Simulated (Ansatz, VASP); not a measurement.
## Cross-check of BN (Qingsongite) between VASP and Ansatz

One calculation is typed for both programs; each brings its own data sets. How far apart do they land? The cell is taken from a series of VASP runs on this material, whose earlier steps may have relaxed, scaled or displaced it; both programs get it as it stands. Valence electrons are named where the data sets of a main pair hold unlike numbers.

Calculated with Ansatz 0.2.0; plane waves, with VASP 6.6.1 beside it; relaxation of cell and atoms at LDA and band structure at r2SCAN-EpsX with an exact-exchange share of 0.218.

## 1. The starting structure

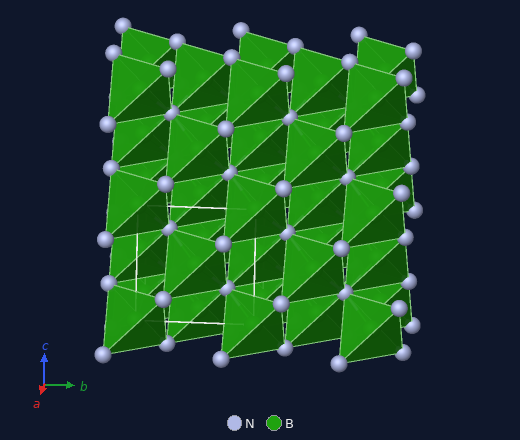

The starting structure, seen slightly off an axis (nitrogen light blue, boron green). 1×2×2 cells are drawn. This picture shows the conventional cell, with its axes. Some periodic images of atoms are drawn too.

Structure file:

```xyz
2
Lattice="0.0000 1.7918 1.7918 1.7918 0.0000 1.7918 1.7918 1.7918 0.0000" Properties=species:S:1:pos:R:3 pbc="T T T"
N     2.6877    2.6877    2.6877
B     0.0000    0.0000    0.0000
```

## 2. VASP: relaxation of cell and atoms, LDA

The relaxed volume is the usual yardstick between codes: in a stiff, nearly cubic crystal its relative difference is about their pressure difference at one cell divided by the bulk modulus.

Lines of VASP's logs that name or quote its potential files are left out, and so is its time.

INCAR

```
SYSTEM = BN
PREC = Accurate
ENCUT = 520
EDIFF = 1E-06
NELM = 100
ISMEAR = 0
SIGMA = 0.03
LREAL = .FALSE.
ALGO = Normal
GGA = CA
NBANDS = 10
LORBIT = 11
LWAVE = .FALSE.
LCHARG = .FALSE.
KPAR = 4
IBRION = 2
NSW = 50
ISIF = 3
EDIFFG = -0.006
```

POSCAR

```
BN
1.0
    0.0000000000      1.7918006284      1.7918006284
    1.7918006284      0.0000000000      1.7918006284
    1.7918006284      1.7918006284      0.0000000000
N B
1 1
Direct
    0.7500000000      0.7500000000      0.7500000000
    0.0000000000      0.0000000000      0.0000000000
```

KPOINTS

```
Automatic mesh
0
Gamma
10 10 10
0 0 0
```

Potentials, in the order of the species: N and B (LDA family, release 64).

Started as:

```console
> mpirun -np 4 vasp_std
```

Numbers of over 12 decimals in the logs are rounded to 6 here.

The log of the run:

```text
[banner, memory and clock lines left out]
running    4 mpi-ranks, on    1 nodes
 distrk:  each k-point on    1 cores,    4 groups
 distr:  one band on    1 cores,    1 groups

 POSCAR found type information on POSCAR N B
 POSCAR found :  2 types and       2 ions
 LDA part: xc-table for (Slater(with rela. corr.)+CA(PZ))
 , standard interpolation
 POSCAR, INCAR and KPOINTS ok, starting setup
 FFT: planning ... GRIDC
 FFT: planning ... GRID_SOFT
 FFT: planning ... GRID
 WAVECAR not read
 entering main loop
       N       E                     dE             d eps       ncg     rms          rms(c)
DAV:   1     0.482375743675E+01    0.48238E+01   -0.50637E+03  1004   0.791E+02
DAV:   2    -0.202593151567E+02   -0.25083E+02   -0.24540E+02  1146   0.155E+02
DAV:   3    -0.205929428420E+02   -0.33363E+00   -0.33320E+00  1090   0.152E+01
DAV:   4    -0.205933754909E+02   -0.43265E-03   -0.43264E-03  1014   0.617E-01
DAV:   5    -0.205933759202E+02   -0.42934E-06   -0.42934E-06  1072   0.197E-02    0.665E+00
DAV:   6    -0.195646118629E+02    0.10288E+01   -0.33320E+00   960   0.113E+01    0.317E+00
DAV:   7    -0.194465044319E+02    0.11811E+00   -0.96277E-02  1036   0.264E+00    0.180E+00
DAV:   8    -0.194140848180E+02    0.32420E-01   -0.50413E-02  1046   0.161E+00    0.186E-01
DAV:   9    -0.194139330546E+02    0.15176E-03   -0.89225E-04  1022   0.277E-01    0.827E-02
DAV:  10    -0.194139174397E+02    0.15615E-04   -0.43223E-05  1064   0.668E-02    0.138E-02
DAV:  11    -0.194139179043E+02   -0.46454E-06   -0.18544E-06   728   0.971E-03
   1 F= -.19413918E+02 E0= -.19413918E+02  d E =-.194139E+02
 curvature:   0.00 expect dE= 0.000E+00 dE for cont linesearch  0.000E+00
 trial: gam= 0.00000 g(F)=  0.393E-46 g(S)=  0.405E-07 ort = 0.000E+00 (trialstep = 0.100E+01)
 search vector abs. value=  0.406E-07
 reached required accuracy - stopping structural energy minimisation
```

Parts of OUTCAR (step 2):

```text
ion  position               nearest neighbor table
   1  0.750  0.750  0.750-   2 1.55   2 1.55   2 1.55   2 1.55
   2  0.000  0.000  0.000-   1 1.55   1 1.55   1 1.55   1 1.55

  LATTYP: Found a face centered cubic cell.
 ALAT       =     3.5836012568

 Subroutine GETGRP returns: Found 24 space group operations
 (whereof 24 operations were pure point group operations)

The static configuration has the point symmetry T_d .

 Found     47 irreducible k-points:

   k-points           NKPTS =     47   k-points in BZ     NKDIM =     47   number of bands    NBANDS=     10

   dimension x,y,z NGX =    20 NGY =   20 NGZ =   20
   dimension x,y,z NGXF=    40 NGYF=   40 NGZF=   40

   ENCUT  =  520.0 eV  38.22 Ry    6.18 a.u.   4.71  4.71  4.71*2*pi/ulx,y,z

   NELECT =       8.0000    total number of electrons

 k-points in reciprocal lattice and weights: Automatic mesh
   0.00000000  0.00000000  0.00000000       0.001
   0.10000000  0.00000000  0.00000000       0.008
   0.20000000  0.00000000  0.00000000       0.008
   0.30000000  0.00000000  0.00000000       0.008
   0.40000000  0.00000000  0.00000000       0.008
   0.50000000  0.00000000  0.00000000       0.004
   0.10000000  0.10000000  0.00000000       0.006
   0.20000000  0.10000000  0.00000000       0.024
   0.30000000  0.10000000  0.00000000       0.024
[...]
-0.30000000  0.40000000  0.20000000       0.024
  -0.30000000  0.50000000  0.20000000       0.012

 average (electrostatic) potential at core
       1 -59.8036       2 -29.2075

 E-fermi :   7.8692

 k-point     1 :       0.0000    0.0000    0.0000
  band No.  band energies     occupation
      1     -12.6492      2.00000
      2       7.7198      2.00000
      3       7.7198      2.00000
      4       7.7198      2.00000
      5      16.5265      0.00000
      6      16.5265      0.00000
      7      16.5265      0.00000
      8      18.5875      0.00000
      9      32.7066      0.00000
    ...

 k-point     2 :       0.1000    0.0000    0.0000
  band No.  band energies     occupation
      1     -12.4001      2.00000
      2       6.4365      2.00000
      3       7.4562      2.00000
      4       7.4562      2.00000
      5      16.8786      0.00000
      6      16.9223      0.00000
      7      16.9223      0.00000
      8      19.3122      0.00000
      9      32.2636      0.00000
    ...

 k-point     3 :       0.2000    0.0000    0.0000
  band No.  band energies     occupation
      1     -11.6656      2.00000
      2       3.6818      2.00000
      3       6.8665      2.00000
      4       6.8665      2.00000
      5      17.3865      0.00000
      6      17.7357      0.00000
      7      17.7357      0.00000
      8      20.8467      0.00000
      9      31.5294      0.00000
    ...

  Total       -0.0007477     -0.0007477     -0.0007477      0.0000000      0.0000000     -0.0000000
  in kB       -0.1041157     -0.1041157     -0.1041157      0.0000000      0.0000000     -0.0000000
  external PRESSURE =      -0.1041157 kB  Pullay stress =       0.0000000 kB

  energy-cutoff  :      520.00
  volume of cell :       11.51
      direct lattice vectors                 reciprocal lattice vectors
     0.000000000  1.791800628  1.791800628    -0.279048903  0.279048903  0.279048903
     1.791800628  0.000000000  1.791800628     0.279048903 -0.279048903  0.279048903
     1.791800628  1.791800628  0.000000000     0.279048903  0.279048903 -0.279048903

 POSITION                                       TOTAL-FORCE (eV/Angst)
 -----------------------------------------------------------------------------------
      2.68770      2.68770      2.68770        -0.000000     -0.000000     -0.000000
      0.00000      0.00000      0.00000         0.000000      0.000000      0.000000
 -----------------------------------------------------------------------------------
    total drift:                                0.000000      0.000000      0.000000

  FREE ENERGIE OF THE ION-ELECTRON SYSTEM (eV)
  ---------------------------------------------------
  free  energy   TOTEN  =       -19.4139179043 eV

  energy  without entropy=      -19.4139179043  energy(sigma->0) =      -19.41391790

 reached required accuracy - stopping structural energy minimisation

 total charge
# of ion       s       p       d       tot
------------------------------------------
    1        1.202   2.761   0.000   3.963
    2        0.682   1.409   0.000   2.091
--------------------------------------------------
tot          1.884   4.170   0.000   6.055

[... 3 further parts left out ...]
```

CONTCAR:

```
BN
   1.00000000000000
     0.0000000000000000    1.7918006284000001    1.7918006284000001
     1.7918006284000001    0.0000000000000000    1.7918006284000001
     1.7918006284000001    1.7918006284000001    0.0000000000000000
  N               B
     1     1
Direct
     0.7500000000000000    0.7500000000000000    0.7500000000000000
     0.0000000000000000    0.0000000000000000    0.0000000000000000
```

The gap is read on the k-mesh alone, so it is an upper bound where the band edges lie off the mesh. The run keeps the 24 symmetry operations of its start, so it cannot find a distortion of lower symmetry.

## 3. Ansatz: relaxation of cell and atoms, LDA

Ansatz runs on its default PAW (the set named soft_2) files.

The same cell, functional (in two slightly different forms), mesh and smearing now go to Ansatz, which takes its cutoff from its data sets.

input.yaml

```yaml
crystal:
  lattice:
    - [0.0, 1.7918006284, 1.7918006284]
    - [1.7918006284, 0.0, 1.7918006284]
    - [1.7918006284, 1.7918006284, 0.0]
  atoms:
    - { symbol: "N", position: [0.75, 0.75, 0.75] }
    - { symbol: B, position: [0.0, 0.0, 0.0] }
hamiltonian:
  xc: lda
  pseudopotentials: { kind: paw }
kpoints:
  mp_grid: { grid: [10, 10, 10] }
scf:
  occupations: { method: gaussian, width: 0.03 }
relax:
  f_tol: 0.01
  max_steps: 60
  cell: { stress_tol: 0.05 }
output:
  forces: true
  stress: true
```

Started as:

```console
> ansatz run input.yaml --threads 4 --pin off --max-ram 9216MiB --backend cpu --events-out ev --progress --plain --runs-dir out
```

The log of the run:

```text
Engine: ansatz 0.2.0, x86_64-unknown-linux-gnu
Pseudopotentials: kind: paw
Pseudopotential: N, paw, valence charge 5, recommended cutoff 420 eV (normal), N.paw.azcp
Pseudopotential: B, paw, valence charge 3, recommended cutoff 420 eV (normal), B.paw.azcp
Functional definition: SPW92
  exchange = slater_x
  correlation = pw_c
Crystal: 2 atoms, lattice volume = 11.505 Å³
Basis set: ecut = 420 eV, 229 PW (Γ)
Bands: 8, of which v1, the nominal top of the filled ones, is band 4 counted from 1 (3 counted from 0)
Symmetry: 24 space group operations
Space group: F-43m (ITA 216), of the structure as read, at distance tolerance 2.3e-5 Å
k-points: 47 of 1000 (time reversal used)
Non-local potential: N, projectors of the file, l = 0: 2, l = 1: 2, l = 2: 1
Non-local potential: B, projectors of the file, l = 0: 2, l = 1: 2, l = 2: 1
PAW form: soft (Blöchl's): semilocal exchange-correlation on the pseudo side does not see the compensation charge
PAW frozen core: N, regenerated for the run's functional, and the local potential with it (the file was generated under x = pbe(κ = 0.804, μ = 0.219515), c = pbe(β = 0.066725))
PAW frozen core: B, regenerated for the run's functional, and the local potential with it (the file was generated under x = pbe(κ = 0.804, μ = 0.219515), c = pbe(β = 0.066725))
PAW one-centre angular grid: N, 110 points (default); XC on 64 Gauss nodes
PAW one-centre angular grid: B, 110 points (default); XC on 64 Gauss nodes
Initial density: superposition of atomic densities (neutral atoms: chi_scale 0, normalization atom), corrected by the library's trained network
Initial wavefunctions: pseudopotential atomic-orbital guess
Functional: x = slater, c = lda
SCF iter   1: F=—  HF=-526.470076 eV  |F-HF|=—  |Δ(HF+E_count)|=         —  Δρ=7.87e-3  dr2=5.22e-3  ethr=1.77e-3  ⟨swp⟩=4.5  Hψ=2390  notcnv=0
preconditioner: auto → none  [insulator: Δε(μ)=4.327 eV  Ē_g=20.191 eV  σ=0.030 eV  W_gap=1.00  n_scr=0 (ndim 8)  ℏωp=31.0 eV  f_vac=0.000  D(μ)=0.00/eV (n_scr^D=0)  ε∞_Penn≈3.4]
SCF iter   2: F=—  HF=-526.468624 eV  |F-HF|=—  |Δ(HF+E_count)|=   1.45e-3  Δρ=3.28e-3  dr2=4.54e-4  ethr=6.52e-5  ⟨swp⟩=2.1  Hψ=960  notcnv=0
SCF iter   3: F=—  HF=-526.468483 eV  |F-HF|=—  |Δ(HF+E_count)|=   1.41e-4  Δρ=1.39e-3  dr2=7.17e-5  ethr=5.67e-6  ⟨swp⟩=2.1  Hψ=550  notcnv=0
SCF iter   4: F=—  HF=-526.468463 eV  |F-HF|=—  |Δ(HF+E_count)|=   1.96e-5  Δρ=2.96e-4  dr2=3.22e-6  ethr=8.96e-7  ⟨swp⟩=1.0  Hψ=376  notcnv=0
iter 5 did not close the SCF: its close was put off for the readings that it lacked (scf_convergence_deferred on its scf_iter line)
SCF iter   5: F=-526.468463 eV  HF=-526.468463 eV  |F-HF|=8.30e-9  |Δ(HF+E_count)|=   8.53e-7  Δρ=2.80e-5  dr2=3.28e-8  ethr=4.03e-8  ⟨swp⟩=1.1  Hψ=392  notcnv=0
SCF iter   6: F=-526.468463 eV  HF=-526.468463 eV  |F-HF|=4.09e-12  |Δ(HF+E_count)|=   3.74e-9  Δρ=1.58e-6  dr2=6.06e-11  ethr=4.11e-10  ⟨swp⟩=1.9  Hψ=1211  notcnv=0
SCF 1 converged in 6 iterations: F = -526.468463 eV  dr2 = 6.06e-11
  greatest PAW one-centre occupation: 0.782 electrons in one spin orbital (limit 2), on the N atom at site 0 (counted from 0), in its partial waves of l = 0
relax step   1: F+E_penalty+E_count = -526.46846252 eV  Δ(F+E_penalty+E_count) = +0.000e0 eV  max|allowed force component| = 3.747e-16 eV/Å  Δτ_max = 0.0000 Å  P = -1.041 GPa  Ω = 11.505 Å³  (6 SCF iters, dr2 threshold 1.00e-7 eV, accepted)
[...]
relax step   2: F+E_penalty+E_count = -526.46868300 eV  Δ(F+E_penalty+E_count) = -2.205e-4 eV  max|allowed force component| = 1.434e-16 eV/Å  Δτ_max = 0.0000 Å  P = -0.432 GPa  Ω = 11.488 Å³  energy of the carried Pulay correction = +1.424e-4 eV  (4 SCF iters, dr2 threshold 2.00e-7 eV, accepted)
[...]
relax step   3: F+E_penalty+E_count = -526.46879975 eV  Δ(F+E_penalty+E_count) = -1.167e-4 eV  max|allowed force component| = 1.469e-16 eV/Å  Δτ_max = 0.0000 Å  P = -0.004 GPa  Ω = 11.476 Å³  energy of the carried Pulay correction = +2.431e-4 eV  (3 SCF iters, dr2 threshold 2.00e-7 eV, accepted)
[...]
relax step   4: F+E_penalty+E_count = -526.46876632 eV  Δ(F+E_penalty+E_count) = +3.343e-5 eV  max|allowed force component| = 1.145e-16 eV/Å  Δτ_max = 0.0000 Å  P = -0.030 GPa  Ω = 11.476 Å³  stress off target by 3.03e-2 GPa  SCF on the basis re-selected at this cell (its energy is not comparable with the rows above)  (5 SCF iters)
basis re-selected at this cell: Δ(F+E_penalty+E_count) = +3.343e-5 eV, ΔP = -0.027 GPa vs the last step (what re-selecting the basis moved, of the pressure what is left beyond the Pulay correction that the steps carried, after the strain that the cell walked since its last selection, with what the two solves' SCF thresholds leave and, on support functions, any second-order correction that the steps lacked; it is no m [...]
SCF converged after 5 iterations
Free energy (F): -526.468766 eV
Harris-Foulkes:  -526.468766 eV  (|F-HF|=0.00e0)
Internal energy: -526.468766 eV  (E = F + TS)
E sigma→0 (E₀):  -526.468766 eV
Fermi energy:    13.588046 eV
--- Per-component energies (eV) ---
  E_band       = 27.366907
  E_kinetic    = 186.867445
  E_local      = -173.760793  (includes V_loc(G=0)·N_el)
  E_nonlocal   = 58.777642
  E_hartree    = 47.870023
  E_xc         = -92.987004
  E_vxc        = -116.098059  (∫ρ·V_xc dr)
  E_paw        = -191.533583  (= ΣΔE_a)
  E_vpaw       = -24.159474  (= ΣTr[D̂ρ^β])
  E_aug_tail   = 0.000098  (compensation charges beyond the density's cutoff)
  E_ewald      = -361.828474
  E_core_change = 0.125878  (= ΣΔE_core)
  E_smearing   = -0.000000  (= −TS)
  E_closure    = 0.000000  (closes the sum)
  Σ components = -526.468766   (vs F -526.468766, Δ=0.00e0)
--- Forces (eV/Å), atoms counted from 1 ---
  atom   1  N      0.00000000     0.00000000     0.00000000
  atom   2  B     -0.00000000     0.00000000     0.00000000
  max |Σ_I F_I| component: 2.89e-16 eV/Å
--- Stress (GPa, compression-positive) ---
       -0.030258       0.000000       0.000000
        0.000000      -0.030258       0.000000
        0.000000       0.000000      -0.030258
  P = ⅓ Tr σ = -0.0303 GPa (-0.303 kbar)
--- Relaxed structure (3 steps of the walk, 3 accepted, 1 SCFs on fresh bases) ---
  F+E_penalty+E_count = -526.46876632 eV   max|allowed force component| = 1.145e-16 eV/Å   (the final SCF, on the basis selected at the relaxed cell)
  cell:  # Å, volume = 11.4764 Å³
    - [0, 1.790297, 1.790297]
    - [1.790297, 0, 1.790297]
    - [1.790297, 1.790297, 0]
  atoms:
    - { symbol: N, position: [0.750000, 0.750000, 0.750000] }
    - { symbol: B, position: [0, 0, 0] }
```

Run time: 0.54 s. Hardware: 4 threads of Intel Xeon 6975P-C (Granite Rapids), shared host; peak memory 0.33 GiB.

## 4. Comparison

Known differences besides the potentials themselves: the two LDA forms differ slightly; both relaxations stop at a tolerance, which leaves soft axes loose, and VASP keeps its plane-wave basis; the cutoff is 420 eV in Ansatz and 520 eV in VASP; VASP's log shows a relativistic correction to its local exchange, Ansatz's none; Ansatz adds a Pulay correction to the stress that steers its cell, VASP none. Total energies have different zeros and are not compared.

Both answers:

| quantity | Ansatz | VASP | difference |
| --- | --- | --- | --- |
| volume (Å³) | 11.48 | 11.51 | -0.25 % |
| edge a after relaxation, in the typed setting (Å) | 2.532 | 2.534 | -0.08 % |

The walks stopped with -0.03 GPa left in Ansatz and -0.01 GPa in VASP; each walk ends within a tolerance, so the volume difference is uncertain by about these residues over the bulk modulus, most in soft cells.

## 5. Ansatz: band structure, r2SCAN-EpsX with an exact-exchange share of 0.218

The same path points are solved in both programs, so levels can be compared one by one.

The cell is taken from a series of VASP runs on this material, whose earlier steps may have relaxed, scaled or displaced it; both programs get it as it stands.

input.yaml

```yaml
crystal:
  lattice:
    - [0.0, 1.8075, 1.8075]
    - [1.8075, 0.0, 1.8075]
    - [1.8075, 1.8075, 0.0]
  atoms:
    - { symbol: "N", position: [0.75, 0.75, 0.75] }
    - { symbol: B, position: [0.0, 0.0, 0.0] }
hamiltonian:
  xc: { exchange: r2scan, correlation: r2scan, exx: { coeff: 0.218 } }
  pseudopotentials: { kind: paw }
kpoints:
  mp_grid: { grid: [7, 7, 7] }
  band_path:
    path:
      - [0.0, 0.0, 0.0]
      - [0.5, 0.0, 0.5]
      - [0.5, 0.22222, 0.72222]
      - [0.40278, 0.34722, 0.75]
      - [0.125, 0.125, 0.25]
      - [0.27778, 0.27778, 0.27778]
      - [0.55556, 0.38889, 0.55556]
      - [0.58333, 0.25, 0.66667]
      - [0.5, 0.30556, 0.69444]
      - [0.48611, 0.48611, 0.52778]
      - [0.625, 0.25, 0.625]
      - [0.5, 0.0, 0.5]
    npoints: 1
scf:
  occupations: { method: gaussian, width: 0.03 }
  n_extra_bands: 7
output:
  forces: true
  stress: true
  eigenvalues: true
```

The log of the run:

```text
[...]
P = ⅓ Tr σ = -7.4707 GPa (-74.707 kbar)
--- Band table (eV; the first three rows and the last of 20) ---
  k-point 0: bands = [-12.6184, 9.9969, 9.9969, 9.9969, 21.4941, 21.4941, 21.4941, 22.9970, ... 3 higher]
  k-point 1: bands = [-12.0799, 7.3991, 9.4760, 9.4760, 21.8965, 22.2818, 22.2818, 24.7011, ... 3 higher]
  k-point 2: bands = [-10.5436, 2.7412, 8.5383, 8.5383, 22.3623, 23.3382, 23.3382, 27.2242, ... 3 higher]
  k-point 19: bands = [-6.4614, 1.1570, 1.7977, 4.4252, 21.3736, 26.1305, 27.8122, 29.1397, ... 3 higher]
[key lines of the parts left out:]
Free energy (F): -543.838195 eV
Fermi energy:    13.454290 eV
```

Run time: 6.9 s. Hardware: 4 threads; peak memory 0.7 GiB.

(Continued in part 2 of 2.)

[Lines on the potential files, build, host, timing and source positions are cut from VASP's logs without a mark.]

[Logs are printed without paths, hosts, clocks, repeated set-up lines and the standing remarks that a program may print on its own settings, such as how far it seeks lower states.]

[Hosts, paths, dates, database ids (printed as entryN), source tags and the programs' standing remarks are cut or masked in the printed files.]
